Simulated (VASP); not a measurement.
Band structure of ZrC (rock salt). Computed with rev-vdW-DF2, VASP's PBE PAW potentials (set 64) (plane waves; VASP 6.6.1).

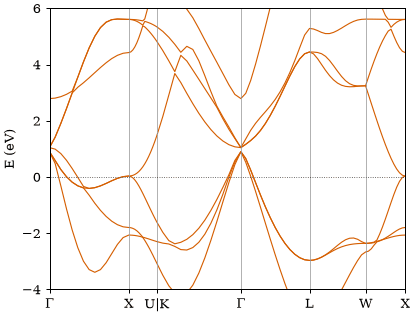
Bands along high-symmetry lines, zero at the valence-band maximum or, without a gap, the Fermi level

Read the plot: is there a gap, and where are the band edges?

It has no gap at this level: it comes out as a metal or semimetal. (Edges off the drawn lines would not show.)

The compound is ZrC in the rock salt structure. It was relaxed first.
